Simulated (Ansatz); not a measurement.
# The cluster Ta2P2: reading failed and doubtful runs

Aim: try 3 inputs for the cluster Ta2P2 as typed, read how each ends, and find what has to change.

Method: the settings change from run to run; program: Ansatz 0.2.0, Gaussian basis.

1 further run of the same task is left out (set aside as unsound or not needed).

### 1 The geometry

An earlier PBE0-D4/def2-SVP relaxation fixed the geometry. Ta takes a core potential in def2 sets; no spin-orbit term is included.

4 atoms, charge 0, spin multiplicity 1.

Atoms are counted from 1 here; the program's logs count them from 0.

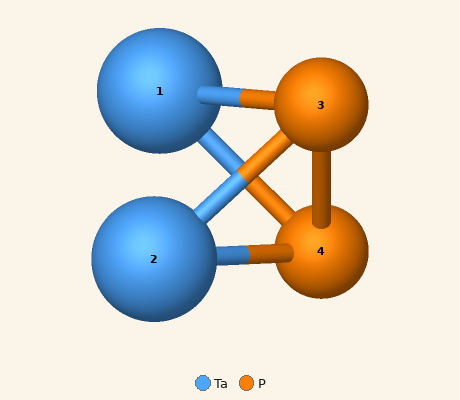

The geometry (tantalum blue, phosphorus orange); atoms are numbered from 1 in the order of the file.

As a file:

```xyz
4

Ta   -0.6833   -0.0385   -1.2692
Ta    0.1219    1.3933    0.3506
P     1.3392   -0.6267   -0.1129
P    -0.7778   -0.7282    1.0314
```

### 2 Attempt 1

in.yaml

```yaml
crystal:
  periodic: [false, false, false]
  atoms:
    - {symbol: Ta, position_ang: [-0.683303, -0.038461, -1.269156]}
    - {symbol: Ta, position_ang: [0.121871, 1.393326, 0.350599]}
    - {symbol: P, position_ang: [1.339220, -0.626707, -0.112871]}
    - {symbol: P, position_ang: [-0.777778, -0.728158, 1.031429]}
basis:
  gaussian: {orbitals: def2-SVPD, fitting: {mean_field: cc-pVTZ-jkfit}, nuclear_model: gaussian}
hamiltonian: {xc: {name: rPW86-PBE}}
scf: {lower_state_search: off}
```

On the command line:

```bash
$ ansatz run in.yaml --threads 4 --pin off --events-out ev --progress --plain --max-ram 3916MiB
```

The program printed:

```text
Functional definition: rPW86-PBE
  name "rPW86-PBE"
  cite "Murray, Lee & Langreth, J. Chem. Theory Comput. 5, 2754 (2009) doi:10.1021/ct900365q"
  cite "Perdew, Burke & Ernzerhof, Phys. Rev. Lett. 77, 3865 (1996) doi:10.1103/PhysRevLett.77.3865"
  parent pbe
  exchange = rpw86_x
  correlation = pbe_c
these checks for a lower state are left out or cut short: stability, starts, cluster_reference, orbital_swaps, neighbouring_geometries, increment
Error: <dir> the basis set cc-pVTZ-JKFIT has no functions for Ta
```

Run time: 0.1 s. Hardware: 4 threads of Arm Neoverse V1, shared host.

What is wrong: The program refused the input. The fitting set named has no entry for an element of this molecule. Cure: leave the fitting key out, or name a set that covers all elements and suits the basis.

### 3 Attempt 2

in.yaml

```yaml
crystal:
  periodic: [false, false, false]
  atoms:
    - {symbol: Ta, position_ang: [-0.683303, -0.038461, -1.269156]}
    - {symbol: Ta, position_ang: [0.121871, 1.393326, 0.350599]}
    - {symbol: P, position_ang: [1.339220, -0.626707, -0.112871]}
    - {symbol: P, position_ang: [-0.777778, -0.728158, 1.031429]}
basis:
  gaussian: {orbitals: def2-mTZVPP, final_grid: {core_spheres: 5, valence_spheres: 4, degree: 11}}
magnetization: {spin_polarized: true, initial_magnetization: 2}
hamiltonian: {xc: {name: HF}}
correlation: {method: mp2, frozen_orbitals: {Ta: 0}}
output: {forces: true}
```

Same command.

The program printed:

```text
Functional definition: HF
  name "HF"
  cite "Fock, Z. Phys. 61, 126 (1930) doi:10.1007/BF01340294"
  parent pbe
  exchange = exact_x
  correlation = 0
Error: "frozen_orbitals" has no count for P
```

Run time: 0.05 s. Hardware: 4 threads of Arm Neoverse V1, shared host.

What is wrong: Refused before any calculation. Frozen orbitals are typed for one element alone, and the program wants a count for each. It also asks for charge 0 and multiplicity 3, another species or state than the molecule above. To mend it, leave frozen_orbitals out, or give every element a count that its core really has, and set charge and spin to those of the species named.

### 4 Attempt 3

in.yaml

```yaml
crystal:
  periodic: [false, false, false]
  atoms:
    - {symbol: Ta, position_ang: [-0.777172, -0.050401, -1.272745]}
    - {symbol: Ta, position_ang: [0.002698, 1.409062, 0.202072]}
    - {symbol: P, position_ang: [1.253232, -0.622337, -0.088832]}
    - {symbol: P, position_ang: [-0.567270, -0.753536, 0.980467]}
basis:
  gaussian: {orbitals: LANL2DZ}
hamiltonian: {xc: {name: CAM-B3LYP}}
output: {forces: true}
```

Same command.

The program printed:

```text
Error: <dir> can't be read: No such file or directory (os error 2)
```

Run time: 0.05 s. Hardware: 4 threads of Arm Neoverse V1, shared host.

What is wrong: Nothing was computed: the input was turned down at the start. The line that matters: «<dir> can't be read: No such file or directory (os error 2)» The basis set isn't in the library under that name. The cure: name a listed orbital basis. Its coordinates are also moved off the relaxed structure.

### 5 How the tries ended

| attempt | level | ended | cause | time |
| --- | --- | --- | --- | --- |
| 1 | rPW86-PBE/def2-SVPD | refused | the fitting set named has no entry for an element of this molecule | 0.1 s |
| 2 | MP2/def2-mTZVPP | refused | frozen orbitals are typed for one element alone, and the program wants a count for each | 0.05 s |
| 3 | CAM-B3LYP/LANL2DZ | refused | the basis set isn't in the library under that name | 0.05 s |

**Reading.** 3 refused. A refusal costs next to no computing time.
